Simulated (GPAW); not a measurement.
# STM contrast on V2NOS MXene monolayer

Wanted: filled- and empty-state images of V2NOS MXene monolayer, with its work function.

Calculated with GPAW 26.7.0; GPAW, PAW setups; layer in a repeated cell with vacuum, relaxation of atoms and in-plane cell, in the first sound run; inputs show where later runs differ.

## Step 1: Starting point

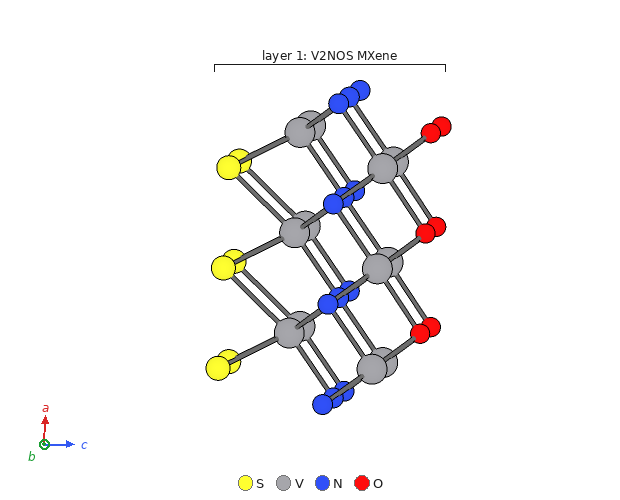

The starting structure, seen from the side, with the c axis across the page (sulfur yellow, vanadium grey, nitrogen blue, oxygen red). 3×2×1 cells are drawn. Some periodic images of atoms are drawn too.

The cell holds 5 atoms: 1 S, 2 V, 1 N and 1 O. Cell: a = 2.941 Å, b = 2.941 Å, c = 21.180 Å, α = 90.0°, β = 90.0°, γ = 120.0°. Vacuum lies along c.

## Step 2: Relaxing the atoms

Forces are removed first; all later runs use this geometry.

Contents of run.py:

```python
import json
import numpy as np
from ase import Atoms
from ase.filters import FrechetCellFilter
from ase.optimize import BFGS
from gpaw import GPAW, PW

slab = Atoms(
    ['S', 'V', 'N', 'V', 'O'],
    positions=[
        [-0.00000, 1.69779, 8.00000],
        [1.47033, 0.84889, 9.73432],
        [0.00000, 0.00000, 10.89462],
        [-0.00000, 1.69779, 12.05492],
        [1.47033, 0.84889, 13.18048]],
    cell=[[2.94065, 0.0, 0.0], [-1.47033, 2.54668, 0.0], [0.0, 0.0, 21.1805]],
    pbc=[True, True, True],
    magmoms=[0.0, 2.0, 0.0, 2.0, 0.0])

slab.calc = GPAW(mode=PW(600), xc='PBE', kpts={'size': (12, 12, 1), 'gamma': True},
                 occupations={'name': 'fermi-dirac', 'width': 0.05}, nbands='160%',
                 convergence={'density': 1e-05}, maxiter=200,
                 symmetry={'tolerance': 1e-3}, txt='slab.txt')
result = {}
# The in-plane cell is free; stress needs a cell that repeats along all three vectors
path = []
opt = BFGS(FrechetCellFilter(slab, mask=[1, 1, 0, 0, 0, 1]), maxstep=0.2)
opt.attach(lambda: path.append((slab.get_potential_energy(), slab.positions.tolist(), slab.get_forces().tolist())))
result['relaxed'] = bool(opt.run(fmax=0.02, steps=45))
result['path'] = path
result['cell'] = slab.cell.tolist()
print('in-plane lattice', slab.cell.cellpar().round(4)[[0, 1, 5]])
energy = slab.get_potential_energy()
fermi = slab.calc.get_fermi_level()
v = slab.calc.get_electrostatic_potential().mean((0, 1)) - fermi
n = slab.calc.get_pseudo_density().mean((0, 1))
L = slab.cell[2, 2]
z = np.arange(len(v)) * L / len(v)
low, high = slab.positions[:, 2].min(), slab.positions[:, 2].max()
below, above = np.interp([low - 5.8, high + 5.8], z, v)
slopes = [np.interp(x, z, np.gradient(v, z)) for x in (low - 5.8, high + 5.8)]
eps = np.array([[slab.calc.get_eigenvalues(k, s) for k in range(len(slab.calc.get_ibz_k_points()))]
                for s in range(slab.calc.get_number_of_spins())]) - fermi
top, bottom = eps[eps < 0].max(), eps[eps > 0].min()
dipole = slab.get_dipole_moment()[2]
print(f'energy {energy:.4f} eV, Fermi level {fermi:.4f} eV, dipole {dipole:.5f} e A')
print(f'potential 5.8 A off the faces, from the Fermi level: lower {below:.4f} eV, upper {above:.4f} eV')
print(f'slope of the potential there: lower {slopes[0]:.5f}, upper {slopes[1]:.5f} eV/A')
print(f'nearest levels on the mesh: {top:.4f} and {bottom:.4f} eV')
print('magnetic moment', round(slab.get_magnetic_moment(), 3))
result.update(energy=energy, fermi=fermi, dipole=dipole, below=below, above=above, slopes=slopes, edges=[top, bottom],
              z=z.tolist(), v=v.tolist(), n=n.tolist(), positions=slab.positions.tolist(),
              forces=slab.get_forces(apply_constraint=False).tolist(), moments=slab.get_magnetic_moments().tolist())
json.dump(result, open('result.json', 'w'))
```

Started as:

```sh
> OMP_NUM_THREADS=1 OPENBLAS_NUM_THREADS=1 python run.py
```

Output:

```text
Step          Energy          fmax
BFGS:    0      -40.569536        1.957977
BFGS:    1      -40.659572        1.438574
BFGS:    2      -40.762882        0.405823
BFGS:    3      -40.767711        0.303744
BFGS:    4      -40.785013        0.366398
BFGS:    5      -40.794552        0.456060
BFGS:    6      -40.778846        1.526356
BFGS:    7      -40.815927        0.474193
BFGS:    8      -40.832461        0.218596
BFGS:    9      -40.836462        0.102439
BFGS:   10      -40.837532        0.060425
BFGS:   11      -40.837642        0.020590
BFGS:   12      -40.837658        0.016029
in-plane lattice [  2.9576   2.9576 120.0001]
energy -40.8258 eV, Fermi level -0.5591 eV, dipole -0.06937 e A
potential 5.8 A off the faces, from the Fermi level: lower 5.5842 eV, upper 5.9532 eV
slope of the potential there: lower -0.07805, upper -0.07800 eV/A
nearest levels on the mesh: -0.0024 and 0.0494 eV
magnetic moment -0.0
```

Run time: 49 min. Hardware: 1 thread of Arm Neoverse V2, shared host; peak memory 0.61 GiB.

This step gave:

```
dipole along the normal                    : -0.06937 e·Å
levels nearest the Fermi level on the mesh : -0.002449, 0.04944 eV from the Fermi level
sum of the site moments                    : 0 μB
```

The electrostatic potential energy of an electron (without an applied field's), less the Fermi level, planar mean oscillates, so the rows of the table below give means over windows of 2 Å about each position, cut where the curve ends. Its maxima inside the range that stand out by 2 % of the span (Å: eV): 8.9: -5.02, 10.4: -9.34, 11.3: -8.92, 12.6: -10.2. Its minima: 8.2: -22.4, 9.8: -18.1, 10.9: -15.5, 12.0: -18.2, 13.0: -12.5.

Electrostatic potential energy of an electron (without an applied field's), less the Fermi level, planar mean against z; means over each step:

```csv
z (Å),"electrostatic potential energy of an electron (without an applied field's), less the Fermi level, planar mean (eV)"
0,5.73
2,5.61
4,5.46
6,5.07
8,-8.82
10,-12.6
12,-12.9
14,2.72
16,6.17
18,6.02
20,5.86
```

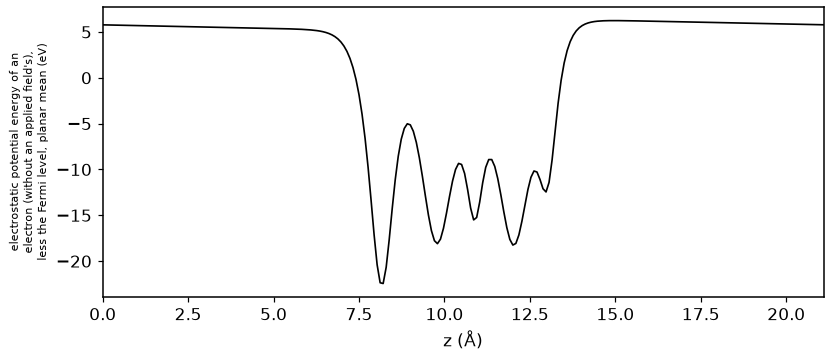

Electrostatic potential energy of an electron (without an applied field's), less the Fermi level, planar mean against z.

Pseudo valence density, planar mean against z:

| z (Å) | pseudo valence density, planar mean (e/Å³) |
| --- | --- |
| 5 | 1.4e-4 |
| 6 | 0.00329 |
| 7 | 0.0850 |
| 8 | 0.455 |
| 9 | 0.446 |
| 10 | 1.55 |
| 11 | 0.791 |
| 12 | 1.99 |
| 13 | 0.984 |
| 14 | 0.0596 |
| 15 | 0.00132 |
| 16 | 4.0e-5 |

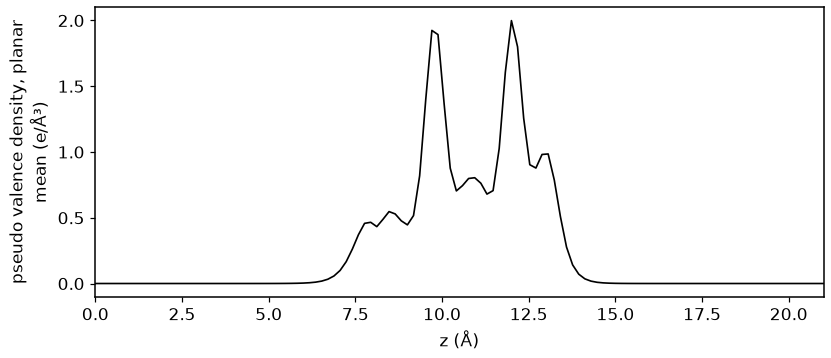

Pseudo valence density, planar mean against z.

The relaxation lowered the energy of the cell by 0.270 eV (energies extrapolated to zero smearing; the optimiser's log prints free energies). The largest force left on a free atom is 0.016 eV/Å.

## Step 3: Plane waves, PBE

With the geometry fixed, the planar mean of the potential gives the vacuum level on each side.

This step: GPAW, PAW setups; slab in vacuum (GPAW 26.7.0).

The cell differs from the one that the last finished run ended in (c 21.180 → 20.852 Å).

Contents of run.py:

```python
import json
import numpy as np
from ase import Atoms
from ase.dft.stm import STM
from gpaw import GPAW, PW

slab = Atoms(
    ['S', 'V', 'N', 'V', 'O'],
    positions=[
        [0.00000, 1.70757, 8.00000],
        [1.47880, 0.85378, 9.61857],
        [-0.00000, 0.00000, 10.72493],
        [0.00000, 1.70757, 11.86711],
        [1.47880, 0.85378, 12.85249]],
    cell=[[2.9576, 0.0, 0.0], [-1.4788, 2.56136, 0.0], [0.0, 0.0, 20.8525]],
    pbc=[True, True, False],
    magmoms=[0.0, 2.0, 0.0, 2.0, 0.0])

slab.calc = GPAW(mode=PW(500), xc='PBE', kpts={'size': (12, 12, 1), 'gamma': True},
                 occupations={'name': 'fermi-dirac', 'width': 0.05}, nbands='160%',
                 convergence={'density': 1e-05}, maxiter=200,
                 poissonsolver={'dipolelayer': 'xy'},
                 symmetry={'tolerance': 1e-3}, txt='slab.txt')
result = {}
energy = slab.get_potential_energy()
fermi = slab.calc.get_fermi_level()
v = slab.calc.get_electrostatic_potential().mean((0, 1)) - fermi
n = slab.calc.get_pseudo_density().mean((0, 1))
L = slab.cell[2, 2]
z = np.arange(len(v)) * L / len(v)
low, high = slab.positions[:, 2].min(), slab.positions[:, 2].max()
below, above = np.interp([low - 5.8, high + 5.8], z, v)
slopes = [np.interp(x, z, np.gradient(v, z)) for x in (low - 5.8, high + 5.8)]
eps = np.array([[slab.calc.get_eigenvalues(k, s) for k in range(len(slab.calc.get_ibz_k_points()))]
                for s in range(slab.calc.get_number_of_spins())]) - fermi
top, bottom = eps[eps < 0].max(), eps[eps > 0].min()
dipole = slab.get_dipole_moment()[2]
print(f'energy {energy:.4f} eV, Fermi level {fermi:.4f} eV, dipole {dipole:.5f} e A')
print(f'potential 5.8 A off the faces, from the Fermi level: lower {below:.4f} eV, upper {above:.4f} eV')
print(f'slope of the potential there: lower {slopes[0]:.5f}, upper {slopes[1]:.5f} eV/A')
print(f'nearest levels on the mesh: {top:.4f} and {bottom:.4f} eV')
print('magnetic moment', round(slab.get_magnetic_moment(), 3))
result.update(energy=energy, fermi=fermi, dipole=dipole, below=below, above=above, slopes=slopes, edges=[top, bottom],
              z=z.tolist(), v=v.tolist(), n=n.tolist(), positions=slab.positions.tolist(),
              forces=slab.get_forces(apply_constraint=False).tolist(), moments=slab.get_magnetic_moments().tolist())

# Images need the states of the whole zone, up to time reversal
slab.calc = slab.calc.fixed_density(symmetry={'point_group': False}, txt='states.txt', nbands='250%',
                                    convergence={'bands': 'CBM+1.8'})
stm = STM(slab)
result['stm'] = []
for bias in [-2.0, -1.0, 1.5]:
    height = high + 3.0
    current = stm.get_averaged_current(bias, height)
    x, y, h = stm.scan(bias, current)
    i, f = divmod(height / L * stm.ldos.shape[2], 1)
    I = abs((1 - f) * stm.ldos[:, :, int(i)] + f * stm.ldos[:, :, int(i) + 1])
    print(f'bias {bias} V: mean current at 3.0 A {current:.4e}, corrugation {np.ptp(h):.4f} A')
    result['stm'].append(dict(bias=bias, current=current, h=(h - high).tolist(), I=I.tolist()))
json.dump(result, open('result.json', 'w'))
```

Output:

```text
energy -40.0448 eV, Fermi level -0.4855 eV, dipole -0.04814 e A
potential 5.8 A off the faces, from the Fermi level: lower 5.2146 eV, upper 6.3598 eV
slope of the potential there: lower -0.00053, upper 0.00037 eV/A
nearest levels on the mesh: -0.0026 and 0.0514 eV
magnetic moment 0.001
bias -2.0 V: mean current at 3.0 A 8.2653e-06, corrugation 0.3586 A
bias -1.0 V: mean current at 3.0 A 4.1359e-06, corrugation 0.3209 A
bias 1.5 V: mean current at 3.0 A 2.0478e-05, corrugation 0.2888 A
```

The job ended after 10 min (1 thread; peak memory 1 GiB).

Numbers from this step:

| Property | Result |
| --- | --- |
| dipole along the normal | -0.04814 e·Å |
| levels nearest the Fermi level on the mesh | -0.002589, 0.05139 eV from the Fermi level |
| upper work function | 6.360 eV |
| lower work function | 5.215 eV |
| site moments | 2.04e-5, -1.87e-4, -8.93e-6, 9.20e-4, -1.09e-6 μB |
| corrugation -2 | 0.3586 Å |
| corrugation -1 | 0.3209 Å |
| corrugation 1.5 | 0.2888 Å |

The electrostatic potential energy of an electron (without an applied field's), less the Fermi level, planar mean oscillates, so the rows of the table below give means over windows of 2 Å about each position, cut where the curve ends. Its maxima inside the range that stand out by 2 % of the span (Å: eV): 8.8: -5.00, 10.3: -9.43, 11.2: -8.87, 12.5: -10.2. Its minima: 8.0: -22.6, 9.7: -18.1, 10.7: -15.7, 11.9: -18.3, 12.7: -12.3.

The electrostatic potential energy of an electron (without an applied field's), less the Fermi level, planar mean by z; means over each step:

| z (Å) | electrostatic potential energy of an electron (without an applied field's), less the Fermi level, planar mean (eV) |
| --- | --- |
| 0 | 5.32 |
| 2 | 5.21 |
| 4 | 5.21 |
| 6 | 4.82 |
| 8 | -9.57 |
| 10 | -13.2 |
| 12 | -12.8 |
| 14 | 4.13 |
| 16 | 6.36 |
| 18 | 6.36 |
| 20 | 6.33 |

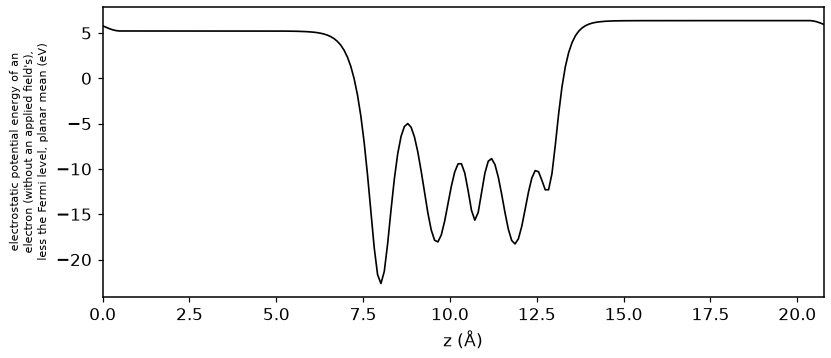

Electrostatic potential energy of an electron (without an applied field's), less the Fermi level, planar mean against z.

Pseudo valence density, planar mean against z:

| z (Å) | pseudo valence density, planar mean (e/Å³) |
| --- | --- |
| 4 | 1.2e-5 |
| 5 | 2.4e-4 |
| 6 | 0.00572 |
| 7 | 0.138 |
| 8 | 0.453 |
| 9 | 0.532 |
| 10 | 1.07 |
| 11 | 0.743 |
| 12 | 1.82 |
| 13 | 0.872 |
| 14 | 0.0321 |
| 15 | 7.6e-4 |
| 16 | 2.4e-5 |

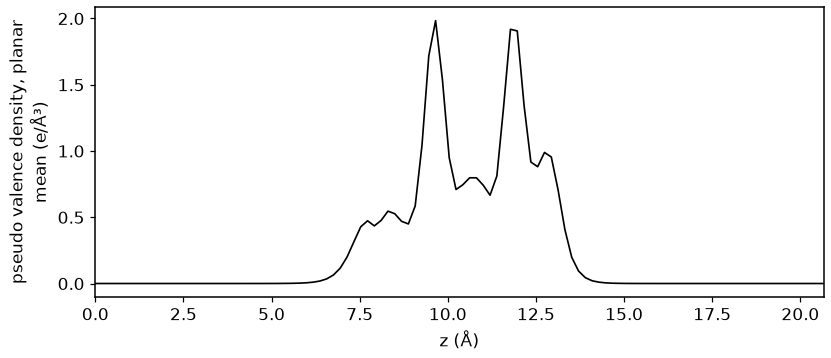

Pseudo valence density, planar mean, plotted against z.

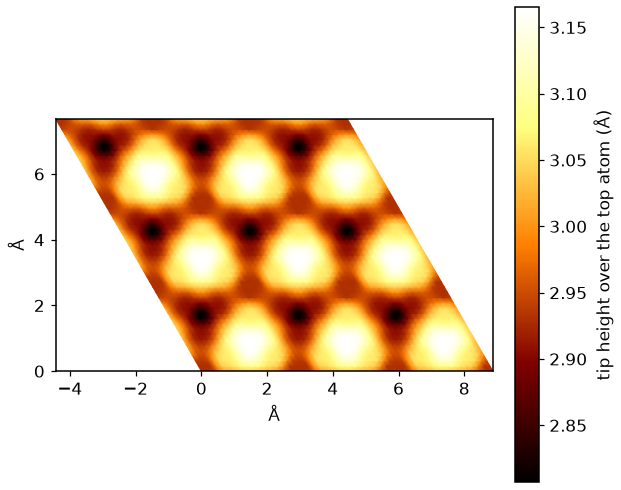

Tip height over the top atom over a1 and a2. Sample bias -2 V, constant current at the mean current 3.0 Å over the top atom. The cell is repeated, with its origin at the lower left corner.

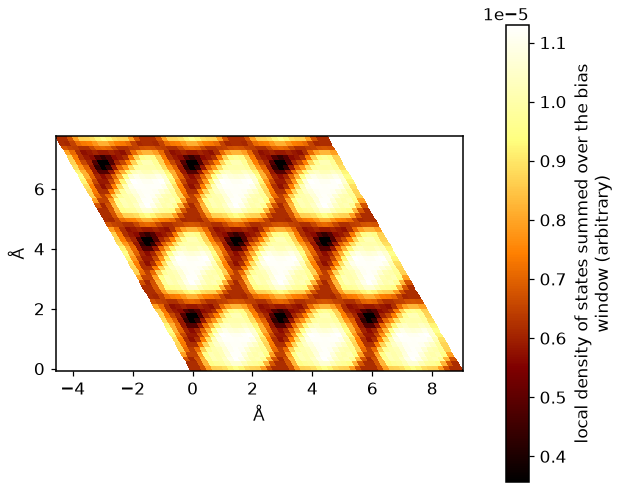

Local density of states summed over the bias window over a1 and a2. Sample bias -2 V, constant height 3.0 Å over the top atom. The cell is repeated, with its origin at the lower left corner.

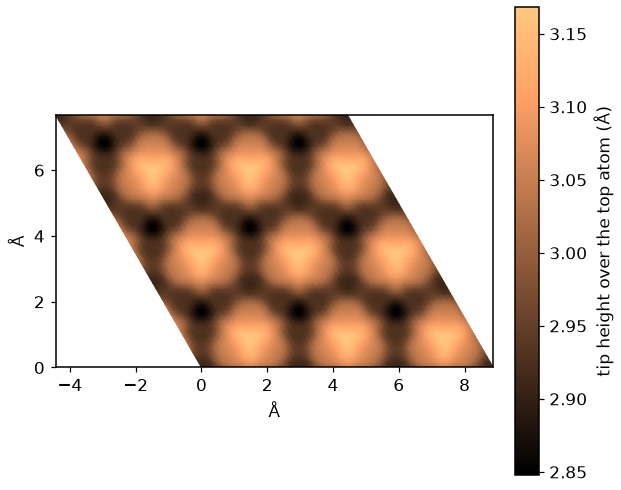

Tip height over the top atom over a1 and a2. Sample bias -1 V, constant current at the mean current 3.0 Å over the top atom. The cell is repeated, with its origin at the lower left corner.

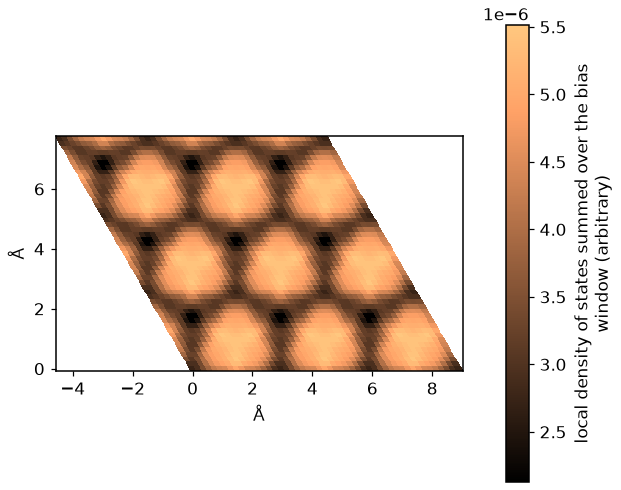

Local density of states summed over the bias window over a1 and a2. Sample bias -1 V, constant height 3.0 Å over the top atom. The cell is repeated, with its origin at the lower left corner.

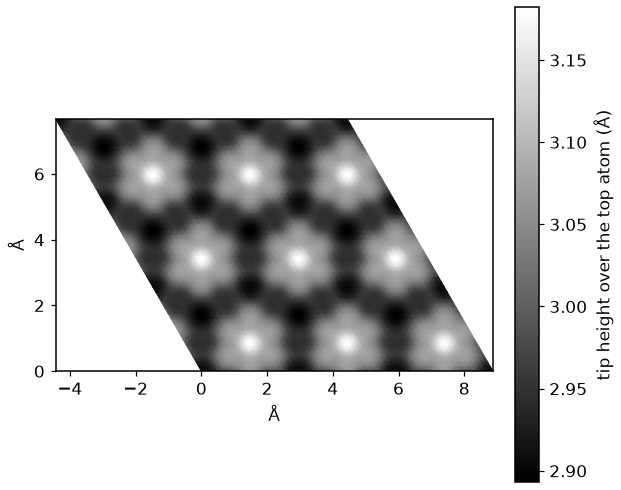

Tip height over the top atom over a1 and a2. Sample bias 1.5 V, constant current at the mean current 3.0 Å over the top atom. The cell is repeated, with its origin at the lower left corner.

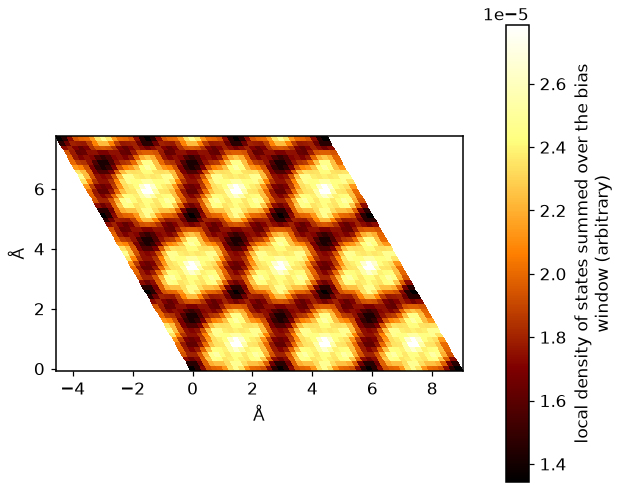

Local density of states summed over the bias window over a1 and a2. Sample bias 1.5 V, constant height 3.0 Å over the top atom. The cell is repeated, with its origin at the lower left corner.

The potential is flat to 5.3e-4 eV/Å where it is read, so the vacuum is wide enough.

## Step 4: A changed run

One more run, with changed settings.

run.py: that of step 3 with these lines changed.

```diff
@@ -3,3 +3,2 @@
 from ase import Atoms
-from ase.dft.stm import STM
 from gpaw import GPAW, PW
@@ -15,3 +14,3 @@
     cell=[[2.9576, 0.0, 0.0], [-1.4788, 2.56136, 0.0], [0.0, 0.0, 20.8525]],
-    pbc=[True, True, False],
+    pbc=[True, True, True],
     magmoms=[0.0, 2.0, 0.0, 2.0, 0.0])
@@ -20,3 +19,3 @@
                  occupations={'name': 'fermi-dirac', 'width': 0.05}, nbands='160%',
-                 convergence={'density': 1e-05}, maxiter=200,
+                 convergence={'density': 1e-05}, maxiter=75,
                  poissonsolver={'dipolelayer': 'xy'},
@@ -45,16 +44,2 @@
               forces=slab.get_forces(apply_constraint=False).tolist(), moments=slab.get_magnetic_moments().tolist())
-
-# Images need the states of the whole zone, up to time reversal
-slab.calc = slab.calc.fixed_density(symmetry={'point_group': False}, txt='states.txt', nbands='250%',
-                                    convergence={'bands': 'CBM+1.8'})
-stm = STM(slab)
-result['stm'] = []
-for bias in [-2.0, -1.0, 1.5]:
-    height = high + 3.0
-    current = stm.get_averaged_current(bias, height)
-    x, y, h = stm.scan(bias, current)
-    i, f = divmod(height / L * stm.ldos.shape[2], 1)
-    I = abs((1 - f) * stm.ldos[:, :, int(i)] + f * stm.ldos[:, :, int(i) + 1])
-    print(f'bias {bias} V: mean current at 3.0 A {current:.4e}, corrugation {np.ptp(h):.4f} A')
-    result['stm'].append(dict(bias=bias, current=current, h=(h - high).tolist(), I=I.tolist()))
 json.dump(result, open('result.json', 'w'))
```

Output:

```text
AssertionError
```

Elapsed: 0.85 s, on 1 thread; peak memory 0.17 GiB.

The program refused the input before any cycle.

The fault put into the input: a dipole layer in a cell that repeats along the normal (pbc_z = true).

## Step 5: What came out

| Item | Value |
| --- | --- |
| work function, upper and lower face | 6.360 and 5.215 eV |
| dipole along the normal | -0.0481 e Å |
| corrugation at -2 V | 0.359 Å |
| corrugation at -1 V | 0.321 Å |
| corrugation at 1.5 V | 0.289 Å as printed, 0.23 Å or less without short-wave noise |

At 1.5 V GPAW's map carries short-wave noise, which can't be real at this height: without waves under 1.5 Å it spans 0.23 Å against 0.29 Å printed. The reading below uses the filtered value, which may still be too high. The corrugation at constant current is largest at -2 V, where the tip height varies by 0.36 Å over the cell. Negative sample bias images filled states, positive bias empty ones. The two faces differ by 1.1 eV, the step that the slab's dipole makes (e p/(ε0 A) gives 1.1 eV), so the dipole layer is needed. The images are of Tersoff-Hamann type: an s-wave tip, no tip-sample forces, heights closer than in a microscope. The relaxation of atoms and cell ran in a fully periodic cell without the dipole layer, so the atoms of this polar layer felt a small spurious field. One magnetic start was tried; another order may lie lower. The layer's cell and atoms come from the relaxation; spin-orbit coupling and temperature are left out.

[Logs are printed without paths, hosts, clocks, repeated set-up lines and the standing remarks that a program may print on its own settings, such as how far it seeks lower states.]

[Hosts, paths, dates, database ids (printed as entryN), source tags and the programs' standing remarks are cut or masked in the printed files.]
